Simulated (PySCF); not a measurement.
# CH5BFN (SMILES CB(N)F) at 6 levels

We compute a comparison of 6 runs (HF/STO-3G, B3LYP/6-31G*, PBE/6-31G**, PBE0/def2-SVP, PBE0/aug-cc-pVDZ, PBE0/pcseg-2) of CH5BFN. The job is set up through a Python script.

The calculation is run with PySCF 2.14.0.

**1. Starting point**

CH5BFN has 9 atoms, charge 0, and is taken as a singlet. SMILES: `CB(N)F`. The coordinates come from a PBE0-D4/def2-TZVP relaxation.

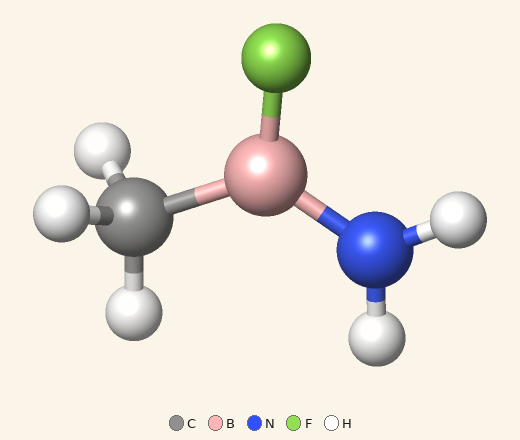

The structure, seen from a chosen angle (carbon grey, boron pink, nitrogen blue, fluorine green, hydrogen white).

**2. Energy and gradient at HF/STO-3G (run 1)**

job.py reads:

```python
# CB(N)F
from pyscf import gto, scf

mol = gto.M(
    atom=[
    ('C', (-0.428400, 0.964700, -0.539000)),
    ('B', (0.098200, -0.482300, -0.251400)),
    ('N', (0.546200, -0.928100, 0.993800)),
    ('F', (0.128500, -1.370900, -1.263800)),
    ('H', (0.176600, 1.438400, -1.318100)),
    ('H', (-0.424000, 1.616300, 0.336600)),
    ('H', (-1.450400, 0.924300, -0.928000)),
    ('H', (0.878700, -1.865200, 1.143700)),
    ('H', (0.563100, -0.343500, 1.809000)),
],
    basis='sto-3g',
    verbose=3,
    max_memory=1860,
    charge=0,
)

mf = scf.RHF(mol)
mf.conv_tol = 1e-10
mf.kernel()
if not mf.converged:
    mf = mf.newton().run(mf.mo_coeff, mf.mo_occ)

energy = mf.e_tot
print(f'total energy: {energy:.8f} hartree')
grad = mf.nuc_grad_method().kernel()
mf.analyze()
```

On the command line:

```sh
$ OMP_NUM_THREADS=1 python job.py
```

Log:

```text
converged SCF energy = -216.579513933035
total energy: -216.57951393 hartree
--------------- RHF gradients ---------------
         x                y                z
0 C     0.0069004611    -0.0188848379     0.0039521034
1 B    -0.0059784359     0.0355505961     0.0212396294
2 N     0.0074698556    -0.0101155885     0.0172988264
3 F     0.0006328657    -0.0183053572    -0.0208512539
4 H     0.0037750696     0.0026345202    -0.0064769185
5 H    -0.0000611087     0.0047937127     0.0059573842
6 H    -0.0069050320    -0.0007443249    -0.0039644978
7 H    -0.0044708616     0.0108496942    -0.0042522781
8 H    -0.0013628139    -0.0057784147    -0.0129029951
----------------------------------------------
**** MO energy ****
MO #1   energy= -25.8959292592732  occ= 2
MO #2   energy= -15.3100050892633  occ= 2
MO #3   energy= -10.9917614783136  occ= 2
MO #4   energy= -7.43077641247173  occ= 2
MO #5   energy= -1.4620321483203   occ= 2
MO #6   energy= -1.09207599893424  occ= 2
MO #7   energy= -0.895259897720942 occ= 2
MO #8   energy= -0.642909123436487 occ= 2
MO #9   energy= -0.622631415479424 occ= 2
MO #10  energy= -0.560381966264167 occ= 2
MO #11  energy= -0.522800701271605 occ= 2
MO #12  energy= -0.487694434569793 occ= 2
MO #13  energy= -0.477693200508355 occ= 2
MO #14  energy= -0.465704014409826 occ= 2
MO #15  energy= -0.387582831276846 occ= 2
MO #16  energy= -0.35022648524737  occ= 2
MO #17  energy= 0.362257066336217  occ= 0
MO #18  energy= 0.609996804918995  occ= 0
MO #19  energy= 0.626490781693905  occ= 0
MO #20  energy= 0.701276852512332  occ= 0
MO #21  energy= 0.738516303241569  occ= 0
MO #22  energy= 0.751725376222434  occ= 0
MO #23  energy= 0.76718895729498   occ= 0
MO #24  energy= 0.930512720347027  occ= 0
MO #25  energy= 0.978668367062285  occ= 0
 ** Mulliken atomic charges  **
charge of    0C =     -0.19685
charge of    1B =      0.24508
charge of    2N =     -0.28323
charge of    3F =     -0.13248
charge of    4H =      0.03684
charge of    5H =      0.02845
charge of    6H =      0.03680
charge of    7H =      0.13276
charge of    8H =      0.13263
Dipole moment(X, Y, Z, Debye):  0.36893,  0.06798,  1.57905
```

Run time: 1.4 s. Hardware: 1 thread of Intel Xeon at 2.70GHz, shared host; peak memory 0.12 GiB.

**3. Energy and forces at B3LYP/6-31G(d) (spherical functions) (run 2)**

geometry.xyz reads:

```xyz
9
CH5BFN
C     -0.428400     0.964700    -0.539000
B      0.098200    -0.482300    -0.251400
N      0.546200    -0.928100     0.993800
F      0.128500    -1.370900    -1.263800
H      0.176600     1.438400    -1.318100
H     -0.424000     1.616300     0.336600
H     -1.450400     0.924300    -0.928000
H      0.878700    -1.865200     1.143700
H      0.563100    -0.343500     1.809000
```

job.py reads:

```python
# CB(N)F
import pyscf.grad
from pyscf import gto, dft

system = gto.M(
    atom='geometry.xyz',
    charge=0,
    verbose=4,
    basis='6-31g*',
    max_memory=1860,
)

ks = dft.RKS(system)
ks.xc = 'b3lyp'
ks.grids.level = 5
ks.conv_tol = 1e-10
ks.kernel()
if not ks.converged:
    ks = ks.newton().run(ks.mo_coeff, ks.mo_occ)

e_final = ks.e_tot
print('Final energy', e_final)
grad = ks.Gradients().kernel()
dip = ks.dip_moment()
pop, q = ks.mulliken_pop()
```

On the command line:

```sh
$ OMP_NUM_THREADS=1 python job.py
```

Log:

```text
PySCF version 2.14.0

[... 77 lines left out ...]
converged SCF energy = -220.673716065341
Final energy -220.67371606534138
[... 12 lines left out ...]
Dipole moment(X, Y, Z, Debye):  0.40712,  0.31848,  2.05061
[... 76 lines left out ...]
charge of    8H =      0.32265
```

Wall time 25 s (1 thread of Intel Xeon at 2.70GHz, shared host); peak memory 0.68 GiB.

Runs 3 to 5 aren't shown in full; the table further down has their settings and results.

**4. Energy and gradient at PBE0/pcseg-2 (run 6)**

input.py reads:

```python
# CB(N)F
from pyscf import gto, dft

mol = gto.M(
    atom=[
    ('C', (-0.428400, 0.964700, -0.539000)),
    ('B', (0.098200, -0.482300, -0.251400)),
    ('N', (0.546200, -0.928100, 0.993800)),
    ('F', (0.128500, -1.370900, -1.263800)),
    ('H', (0.176600, 1.438400, -1.318100)),
    ('H', (-0.424000, 1.616300, 0.336600)),
    ('H', (-1.450400, 0.924300, -0.928000)),
    ('H', (0.878700, -1.865200, 1.143700)),
    ('H', (0.563100, -0.343500, 1.809000)),
],
    spin=0,
    max_memory=1860,
    charge=0,
    verbose=4,
    basis='pcseg-2',
)

myscf = dft.RKS(mol)
myscf.xc = 'pbe0'
myscf.grids.level = 5
myscf.conv_tol = 1e-10
myscf.kernel()
if not myscf.converged:
    myscf = myscf.newton().run(myscf.mo_coeff, myscf.mo_occ)

e_tot = myscf.e_tot
print('E(%s) = %.9f' % ('PBE0', e_tot))
grad = myscf.nuc_grad_method().kernel()
myscf.analyze()
```

On the command line:

```sh
$ OMP_NUM_THREADS=1 python input.py
```

Log:

```text
PySCF version 2.14.0

[... 118 lines left out ...]
MO #20  energy= 0.0671687528716571 occ= 0
[... 33 lines left out ...]
MO #54  energy= 0.945445845819988  occ= 0
[... 33 lines left out ...]
MO #88  energy= 2.2295172158833    occ= 0
[... 33 lines left out ...]
MO #122 energy= 3.8635288474873    occ= 0
[... 33 lines left out ...]
MO #156 energy= 4.98262686132656   occ= 0
[... 33 lines left out ...]
MO #190 energy= 8.30430691930854   occ= 0
[... 202 lines left out ...]
Dipole moment(X, Y, Z, Debye):  0.35046,  0.53899,  2.10468
```

Wall time 2.6 min (1 thread of Intel Xeon at 2.70GHz, shared host); peak memory 2.8 GiB.

**5. Overview of the runs**

| run | level | integration grid | energy (Eh) | dipole moment (D) | HOMO energy (eV) | LUMO energy (eV) | wall time |
| --- | --- | --- | --- | --- | --- | --- | --- |
| 1 | HF/STO-3G | – | -216.579514 | 1.62 | -9.53 | 9.86 | 1.4 s |
| 2 | B3LYP/6-31G* (spherical functions) | 5 | -220.673716 | 2.11 | -7.54 | 1.87 | 25 s |
| 3 | PBE/6-31G** (spherical functions) | 5 | -220.410205 | 2.06 | -6.30 | 1.03 | 32 s |
| 4 | PBE0/def2-SVP | 5 | -220.272469 | 2.28 | -8.08 | 1.74 | 37 s |
| 5 | PBE0/aug-cc-pVDZ | 5 | -220.463360 | 2.15 | -8.30 | -0.22 | 70 s |
| 6 | PBE0/pcseg-2 | 5 | -220.529431 | 2.20 | -8.32 | 0.47 | 2.6 min |

**6. Summary of results**

| quantity | value |
| --- | --- |
| run 6: total energy | -220.52943 Eh |
| run 6: dipole moment | 2.20 D |
| run 6: HOMO energy | -8.32 eV |
| run 6: LUMO energy | 0.47 eV |
| run 6: HOMO–LUMO gap | 8.79 eV |
| run 6: largest force on an atom | 0.046 eV/Å |

What this shows: The dipole moment (its size) runs from 1.62 D (HF/STO-3G) to 2.28 D (PBE0/def2-SVP). The two ends differ in method and basis. The HOMO–LUMO gap runs from 7.33 eV (PBE/6-31G**) to 19.39 eV (HF/STO-3G). Totals of different functionals can't be ranked against each other. In run 1 the basis is minimal, so the values are rough. All runs together took 5.4 min, the longest 2.6 min.
